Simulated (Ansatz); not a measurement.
# La2PbS4 (I-42d): the host for defect calculations, part 4 of 4

Aim: the runs on the perfect crystal La2PbS4 (I-42d) that a defect calculation needs first.

Ansatz 0.2.0; plane-wave PAW DFT, PBEsol; relaxation of the host's cell and atoms (the session's first sound run).

So far. Step 3 (Dielectric tensors of the host): The principal values of the electronic dielectric tensor are 9.65, 9.97 and 9.97. The principal values of the static dielectric tensor are 35.03, 38.65 and 38.65.

### Step 7. Defect free supercell relaxed from displaced atoms

This step: plane-wave PAW DFT, PBEsol; relaxation of the defect-free supercell from random displacements, a test of the host's stability (Ansatz 0.2.0).

pristine.rattled/input.yaml reads:

```yaml
crystal:
  lattice:
    - [0.0, 8.687003546, 8.6461405635]
    - [8.687003546, 0.0, 8.6461405635]
    - [8.687003546, 8.687003546, 0.0]
  atoms:
    - { symbol: La, position: [0.120060898, 0.004939102, 0.129939102] }
    - { symbol: La, position: [0.370060898, 0.254939102, 0.379939102] }
    - { symbol: La, position: [0.620060898, 0.504939102, 0.629939102] }
    - { symbol: La, position: [0.870060898, 0.754939102, 0.879939102] }
    - { symbol: La, position: [0.004939102, 0.120060898, 0.745060898] }
    - { symbol: La, position: [0.254939102, 0.370060898, 0.995060898] }
    - { symbol: La, position: [0.504939102, 0.620060898, 0.245060898] }
    - { symbol: La, position: [0.754939102, 0.870060898, 0.495060898] }
    - { symbol: La, position: [0.245060898, 0.629939102, 0.620060898] }
    - { symbol: La, position: [0.495060898, 0.879939102, 0.870060898] }
    - { symbol: La, position: [0.745060898, 0.129939102, 0.120060898] }
    - { symbol: La, position: [0.995060898, 0.379939102, 0.370060898] }
    - { symbol: La, position: [0.129939102, 0.745060898, 0.004939102] }
    - { symbol: La, position: [0.379939102, 0.995060898, 0.254939102] }
    - { symbol: La, position: [0.629939102, 0.245060898, 0.504939102] }
    - { symbol: La, position: [0.879939102, 0.495060898, 0.754939102] }
    - { symbol: Pb, position: [0.125, 0.625, 0.375] }
    - { symbol: Pb, position: [0.375, 0.875, 0.625] }
    - { symbol: Pb, position: [0.625, 0.125, 0.875] }
    - { symbol: Pb, position: [0.875, 0.375, 0.125] }
    - { symbol: Pb, position: [0.0, 0.0, 0.5] }
    - { symbol: Pb, position: [0.25, 0.25, 0.75] }
    - { symbol: Pb, position: [0.5, 0.5, 0.0] }
    - { symbol: Pb, position: [0.75, 0.75, 0.25] }
    - { symbol: S, position: [0.2208291505, 0.9733744934, 0.8555943188] }
    - { symbol: S, position: [0.4708291505, 0.2233744934, 0.1055943188] }
    - { symbol: S, position: [0.7208291505, 0.4733744934, 0.3555943188] }
    - { symbol: S, position: [0.9708291505, 0.7233744934, 0.6055943188] }
    - { symbol: S, position: [0.2305943188, 0.8252020373, 0.3458291505] }
    - { symbol: S, position: [0.4805943188, 0.0752020373, 0.5958291505] }
    - { symbol: S, position: [0.7305943188, 0.3252020373, 0.8458291505] }
    - { symbol: S, position: [0.9805943188, 0.5752020373, 0.0958291505] }
    - { symbol: S, position: [0.0752020373, 0.4805943188, 0.8483744934] }
    - { symbol: S, position: [0.3252020373, 0.7305943188, 0.0983744934] }
    - { symbol: S, position: [0.5752020373, 0.9805943188, 0.3483744934] }
    - { symbol: S, position: [0.8252020373, 0.2305943188, 0.5983744934] }
    - { symbol: S, position: [0.0983744934, 0.8458291505, 0.7305943188] }
    - { symbol: S, position: [0.3483744934, 0.0958291505, 0.9805943188] }
    - { symbol: S, position: [0.5983744934, 0.3458291505, 0.2305943188] }
    - { symbol: S, position: [0.8483744934, 0.5958291505, 0.4805943188] }
    - { symbol: S, position: [0.1055943188, 0.2002020373, 0.2233744934] }
    - { symbol: S, position: [0.3555943188, 0.4502020373, 0.4733744934] }
    - { symbol: S, position: [0.6055943188, 0.7002020373, 0.7233744934] }
    - { symbol: S, position: [0.8555943188, 0.9502020373, 0.9733744934] }
    - { symbol: S, position: [0.0958291505, 0.3483744934, 0.5752020373] }
    - { symbol: S, position: [0.3458291505, 0.5983744934, 0.8252020373] }
    - { symbol: S, position: [0.5958291505, 0.8483744934, 0.0752020373] }
    - { symbol: S, position: [0.8458291505, 0.0983744934, 0.3252020373] }
    - { symbol: S, position: [0.2002020373, 0.1055943188, 0.4708291505] }
    - { symbol: S, position: [0.4502020373, 0.3555943188, 0.7208291505] }
    - { symbol: S, position: [0.7002020373, 0.6055943188, 0.9708291505] }
    - { symbol: S, position: [0.9502020373, 0.8555943188, 0.2208291505] }
    - { symbol: S, position: [0.2233744934, 0.4708291505, 0.2002020373] }
    - { symbol: S, position: [0.4733744934, 0.7208291505, 0.4502020373] }
    - { symbol: S, position: [0.7233744934, 0.9708291505, 0.7002020373] }
    - { symbol: S, position: [0.9733744934, 0.2208291505, 0.9502020373] }
basis:
  ecutwfc: 420
  xc_grid: 2
hamiltonian:
  xc: pbesol
kpoints:
  mp_grid: { grid: [1, 1, 1], shift: [0.25, 0.25, 0.25] }
scf:
  occupations: { method: fermi_dirac, width: 0.01 }
  max_iter: 80
output:
  forces: true
relax:
  f_tol: 0.01
  max_steps: 120
  random_displacement: { amplitude: 0.08, seed: 8918 }
checkpoint:
  write: "../pristine.rattled.run"
  compress: false
  write_wavefunctions: false
  write_every: 100000
```

Launch:

```console
$ ansatz run input.yaml --threads 4 --pin off --max-ram 7536MiB --backend cpu --events-out ev --progress --plain --runs-dir out
```

Numbers of over 12 decimals in the logs are rounded to 6 here.

The log of the run:

```text
[...]
Crystal: 56 atoms, lattice volume = 1304.945 Å³
Basis set: ecut = 420 eV, 25557 PW (Γ), exchange–correlation on 180×180×180 points (8 copies of the dense FFT grid, shifted against one another)
Bands: 296, of which v1, the nominal top of the filled ones, is band 240 counted from 1 (239 counted from 0)
Symmetry: 1 space group operations
k-points: 1
[...]
SCF iter   1: F=—  HF=-221034.092174 eV  |F-HF|=—  |Δ(HF+E_count)|=         —  Δρ=5.62e-3  dr2=6.02e-1  ethr=1.77e-3  ⟨swp⟩=10.0  Hψ=1483  notcnv=0  defer=12
[...]
SCF iter   7: F=-221033.959482 eV  HF=-221033.959482 eV  |F-HF|=2.62e-7  |Δ(HF+E_count)|=   5.69e-7  Δρ=4.61e-6  dr2=5.95e-7  ethr=5.21e-10  ⟨swp⟩=4.0  Hψ=1020  notcnv=0
SCF 1 converged in 7 iterations: F = -221033.959482 eV  dr2 = 5.95e-7
[...]
relax step   1: F+E_penalty+E_count = -221033.95948183 eV  Δ(F+E_penalty+E_count) = +0.000e0 eV  max|allowed force component| = 1.125e0 eV/Å  Δτ_max = 0.0000 Å  (7 SCF iters, dr2 threshold 2.50e-6 eV, accepted)
[...]
relax step   2: F+E_penalty+E_count = -221034.46326943 eV  Δ(F+E_penalty+E_count) = -5.038e-1 eV  max|allowed force component| = 1.016e0 eV/Å  Δτ_max = 0.1968 Å  (5 SCF iters, dr2 threshold 7.91e-5 eV, accepted)
relax step   3: F+E_penalty+E_count = -221034.91871999 eV  Δ(F+E_penalty+E_count) = -4.555e-1 eV  max|allowed force component| = 3.458e-2 eV/Å  Δτ_max = 0.1100 Å  (5 SCF iters, dr2 threshold 6.45e-5 eV, accepted)
relax step   4: F+E_penalty+E_count = -221034.91873360 eV  Δ(F+E_penalty+E_count) = -1.360e-5 eV  max|allowed force component| = 3.474e-2 eV/Å  Δτ_max = 0.0000 Å  (4 SCF iters, accepted)
relax step   5: F+E_penalty+E_count = -221034.86181810 eV  Δ(F+E_penalty+E_count) = +5.692e-2 eV  max|allowed force component| = 1.598e-1 eV/Å  Δτ_max = 0.0549 Å  (7 SCF iters, rejected (line search))
relax step   6: F+E_penalty+E_count = -221034.92125627 eV  Δ(F+E_penalty+E_count) = -2.523e-3 eV  max|allowed force component| = 1.455e-2 eV/Å  Δτ_max = 0.0125 Å  (7 SCF iters, accepted)
relax step   7: F+E_penalty+E_count = -221034.92027032 eV  Δ(F+E_penalty+E_count) = +9.859e-4 eV  max|allowed force component| = 2.690e-2 eV/Å  Δτ_max = 0.0103 Å  (6 SCF iters, rejected (line search))
SCF iter   1: F=—  HF=-221034.921498 eV  |F-HF|=—  |Δ(HF+E_count)|=         —  Δρ=3.21e-4  dr2=3.39e-3  ethr=7.53e-6  ⟨swp⟩=4.0  Hψ=494  notcnv=0  defer=47
[...]
SCF iter   5: F=-221034.921563 eV  HF=-221034.921563 eV  |F-HF|=4.80e-9  |Δ(HF+E_count)|=   5.65e-8  Δρ=2.30e-6  dr2=7.86e-8  ethr=2.08e-11  ⟨swp⟩=5.0  Hψ=1096  notcnv=0
SCF 8 converged in 5 iterations: F = -221034.921563 eV  dr2 = 7.86e-8
relax step   8: F+E_penalty+E_count = -221034.92156313 eV  Δ(F+E_penalty+E_count) = -3.069e-4 eV  max|allowed force component| = 3.792e-3 eV/Å  Δτ_max = 0.0051 Å  (5 SCF iters, accepted)
SCF converged after 5 iterations
Free energy (F): -221034.921563 eV
[...]
Internal energy: -221034.921563 eV  (E = F + TS)
E sigma→0 (E₀):  -221034.921563 eV
Fermi energy:    10.343270 eV
[...]
--- Forces (eV/Å), atoms counted from 1 ---
  atom   1  La    -0.00211650    -0.00169738    -0.00100849
  atom   2  La     0.00084283     0.00055317    -0.00307301
  atom   3  La     0.00171688     0.00012799    -0.00270449
  atom   4  La    -0.00084450    -0.00017285    -0.00109443
  atom   5  La    -0.00170242     0.00046766     0.00000336
  atom   6  La    -0.00067212    -0.00046090     0.00137936
  atom   7  La    -0.00062847    -0.00107154    -0.00124032
  atom   8  La     0.00136492     0.00171039    -0.00144208
  atom   9  La     0.00111973    -0.00116007     0.00136378
  atom  10  La    -0.00277039    -0.00006247    -0.00092986
  atom  11  La    -0.00180195     0.00000552     0.00063197
  atom  12  La    -0.00086062     0.00345922     0.00085105
  atom  13  La    -0.00198909    -0.00111044    -0.00008041
  atom  14  La     0.00001506    -0.00077297    -0.00339184
  atom  15  La    -0.00000240     0.00060593    -0.00104260
  atom  16  La     0.00157602    -0.00003350    -0.00166933
  atom  17  Pb     0.00090239     0.00230254     0.00169140
  atom  18  Pb     0.00097294    -0.00086932     0.00099896
  atom  19  Pb    -0.00136735    -0.00023717     0.00119434
  atom  20  Pb    -0.00058540    -0.00062227     0.00349494
  atom  21  Pb     0.00181543     0.00207372     0.00130974
  atom  22  Pb    -0.00244324    -0.00187501     0.00353518
  atom  23  Pb     0.00144162    -0.00379124    -0.00051885
  atom  24  Pb     0.00024881    -0.00184329     0.00076319
  atom  25  S      0.00175002    -0.00056713    -0.00140989
  atom  26  S      0.00174768    -0.00005056    -0.00040150
  atom  27  S      0.00219287    -0.00092599    -0.00197272
  atom  28  S     -0.00085400    -0.00098809    -0.00043718
  atom  29  S      0.00021649     0.00025060    -0.00090382
  atom  30  S      0.00158185     0.00042488    -0.00229793
  atom  31  S     -0.00043496    -0.00004128    -0.00033677
  atom  32  S      0.00090531     0.00196860    -0.00057365
  atom  33  S     -0.00017123    -0.00054351     0.00138814
  atom  34  S     -0.00082715    -0.00067456     0.00111420
  atom  35  S     -0.00015024     0.00040952     0.00121567
  atom  36  S     -0.00146159    -0.00065950     0.00029548
  atom  37  S     -0.00047670     0.00076760    -0.00050540
  atom  38  S      0.00102383     0.00184709    -0.00155734
  atom  39  S      0.00070075     0.00205814    -0.00200341
  atom  40  S     -0.00061329     0.00023896    -0.00269142
[...]
atom  45  S      0.00146019    -0.00116206     0.00215739
  atom  46  S      0.00010925     0.00093384     0.00222965
  atom  47  S      0.00108540    -0.00078221     0.00233327
  atom  48  S     -0.00044620    -0.00009194     0.00196881
  atom  49  S      0.00011132     0.00030351    -0.00077356
  atom  50  S      0.00070560     0.00101161    -0.00234108
  atom  51  S      0.00077388     0.00142103    -0.00035105
  atom  52  S      0.00179291     0.00054619    -0.00118062
  atom  53  S     -0.00236052    -0.00118328     0.00083429
  atom  54  S      0.00028366    -0.00008766     0.00112085
  atom  55  S     -0.00143896    -0.00028829     0.00155278
  atom  56  S      0.00016178     0.00093114     0.00033981
  max |Σ_I F_I| component: 2.01e-4 eV/Å
--- Relaxed structure (8 steps of the walk, 6 accepted, 0 SCFs on fresh bases) ---
  F+E_penalty+E_count = -221034.92156313 eV   max|allowed force component| = 3.792e-3 eV/Å
  atoms:
    - { symbol: La, position: [0.119936, 0.004279, 0.129997] }
    - { symbol: La, position: [0.369931, 0.254303, 0.379914] }
    - { symbol: La, position: [0.619982, 0.504294, 0.629891] }
    - { symbol: La, position: [0.869912, 0.754297, 0.879932] }
    - { symbol: La, position: [0.006003, 0.118138, 0.745790] }
    - { symbol: La, position: [0.255990, 0.368184, 0.995806] }
    - { symbol: La, position: [0.506015, 0.618166, 0.245805] }
    - { symbol: La, position: [0.756008, 0.868189, 0.495756] }
    - { symbol: La, position: [0.244865, 0.629256, 0.620820] }
    - { symbol: La, position: [0.494828, 0.879362, 0.870792] }
    - { symbol: La, position: [0.744835, 0.129319, 0.120789] }
    - { symbol: La, position: [0.994803, 0.379343, 0.370764] }
    - { symbol: La, position: [0.130988, 0.743227, 0.004959] }
    - { symbol: La, position: [0.381028, 0.993245, 0.254934] }
    - { symbol: La, position: [0.630926, 0.243256, 0.504971] }
    - { symbol: La, position: [0.881052, 0.493237, 0.754875] }
    - { symbol: Pb, position: [0.125762, 0.623964, 0.374825] }
    - { symbol: Pb, position: [0.375791, 0.873916, 0.624877] }
    - { symbol: Pb, position: [0.625747, 0.124020, 0.874880] }
    - { symbol: Pb, position: [0.875702, 0.373908, 0.124920] }
    - { symbol: Pb, position: [0.000665, -0.000932, 0.499836] }
    - { symbol: Pb, position: [0.250583, 0.249000, 0.750011] }
    - { symbol: Pb, position: [0.500842, 0.499090, -0.000189] }
    - { symbol: Pb, position: [0.750732, 0.749063, 0.249845] }
    - { symbol: S, position: [0.221488, 0.971734, 0.856410] }
    - { symbol: S, position: [0.471417, 0.221792, 0.106448] }
    - { symbol: S, position: [0.721506, 0.471735, 0.356386] }
    - { symbol: S, position: [0.971397, 0.721806, 0.606497] }
    - { symbol: S, position: [0.231087, 0.824458, 0.345742] }
    - { symbol: S, position: [0.481163, 0.074405, 0.595622] }
    - { symbol: S, position: [0.731092, 0.324451, 0.845725] }
    - { symbol: S, position: [0.981119, 0.574424, 0.095639] }
    - { symbol: S, position: [0.075722, 0.478673, 0.849089] }
    - { symbol: S, position: [0.325701, 0.728759, 0.099117] }
    - { symbol: S, position: [0.575734, 0.978705, 0.349037] }
    - { symbol: S, position: [0.825675, 0.228791, 0.599106] }
    - { symbol: S, position: [0.098432, 0.844752, 0.731428] }
    - { symbol: S, position: [0.348459, 0.094773, 0.981424] }
    - { symbol: S, position: [0.598467, 0.344787, 0.231371] }
    - { symbol: S, position: [0.848527, 0.594775, 0.481407] }
    - { symbol: S, position: [0.105371, 0.199081, 0.224046] }
    - { symbol: S, position: [0.355447, 0.448986, 0.474086] }
    - { symbol: S, position: [0.605420, 0.699053, 0.724030] }
    - { symbol: S, position: [0.855404, 0.949002, 0.974096] }
    - { symbol: S, position: [0.095424, 0.346333, 0.575771] }
    - { symbol: S, position: [0.345365, 0.596416, 0.825740] }
    - { symbol: S, position: [0.595398, 0.846371, 0.075766] }
    - { symbol: S, position: [0.845336, 0.096434, 0.325745] }
    - { symbol: S, position: [0.201107, 0.104418, 0.470671] }
    - { symbol: S, position: [0.451133, 0.354449, 0.720679] }
    - { symbol: S, position: [0.701080, 0.604433, 0.970643] }
    - { symbol: S, position: [0.951139, 0.854423, 0.220669] }
    - { symbol: S, position: [0.223052, 0.468748, 0.200814] }
    - { symbol: S, position: [0.473139, 0.718650, 0.450730] }
    - { symbol: S, position: [0.723047, 0.968759, 0.700792] }
    - { symbol: S, position: [0.973129, 0.218659, 0.950727] }
```

It took 2.3 min on 4 threads of Arm Neoverse V1, shared host; peak memory 2.5 GiB; 8.9 min of CPU time.

Step by step:

```tsv
step	energy less that of the first step (eV)	largest force component (eV/Å)
1	0.0000	1.1251
2	-0.5038	1.0157
3	-0.9592	0.0346
4	-0.9593	0.0347
5	-0.9023	0.1598
6	-0.9618	0.0146
7	-0.9608	0.0269
8	-0.9621	0.0038
```

Relaxation steps 5, 7 were tried and not accepted.

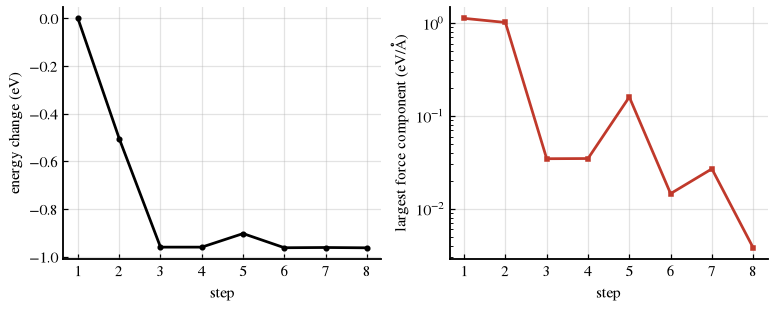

Energy and largest force along the relaxation.

The atoms that moved most (Å, from the sites as typed, ahead of the random displacement, the mean shift of all atoms taken out):

```tsv
atom	dx	dy	dz	length
S48	-0.004	-0.006	-0.013	0.014
S45	-0.004	-0.005	-0.013	0.014
S56	-0.006	-0.004	-0.012	0.014
S54	-0.006	-0.004	-0.012	0.014
S46	-0.004	-0.006	-0.012	0.014
S47	-0.004	-0.005	-0.013	0.014
S55	-0.004	-0.004	-0.012	0.014
S53	-0.004	-0.004	-0.012	0.014
```

The relaxation ends 17 meV an atom lower than the displaced start, with a largest force component of 0.0038 eV/Å.

### Step 8. Summary of results

| Quantity | Value |
| --- | --- |
| primitive cell vectors, lengths | 7.511, 7.511, 7.511 Å |
| electronic dielectric constant | principal values (9.65, 9.97, 9.97) |
| static dielectric constant | principal values (35.03, 38.65, 38.65) |
| gap on the k-mesh of the response run (PBEsol) | 2.18 eV |
| supercell relaxed in its symmetry less the displaced and relaxed one | 0.001 eV |
| energy an atom at one point at (¼, ¼, ¼) less that on the dense mesh | -0.003 eV |

What this shows: Step 7: The energy fell by 0.962 eV from the randomly displaced start; against the sites as typed, S48 ends farthest off, by 0.01 Å, once the mean shift is taken out. The displaced cell ends within 0.01 eV of the symmetric one relaxed in its symmetry, so no lower structure shows in this supercell. The k-mesh can miss the band edges, so this gap is an upper bound at this level. All at zero temperature.

[Logs are printed without paths, hosts, clocks, repeated set-up lines and the standing remarks that a program may print on its own settings, such as how far it seeks lower states.]

[Hosts, paths, dates, database ids (printed as entryN), source tags and the programs' standing remarks are cut or masked in the printed files.]

[Runs of the host that timed out are not shown.]

[For some hosts the program warned that the k-mesh of the response run may be too coarse for force constants and the static dielectric constant; such warnings are not always shown.]
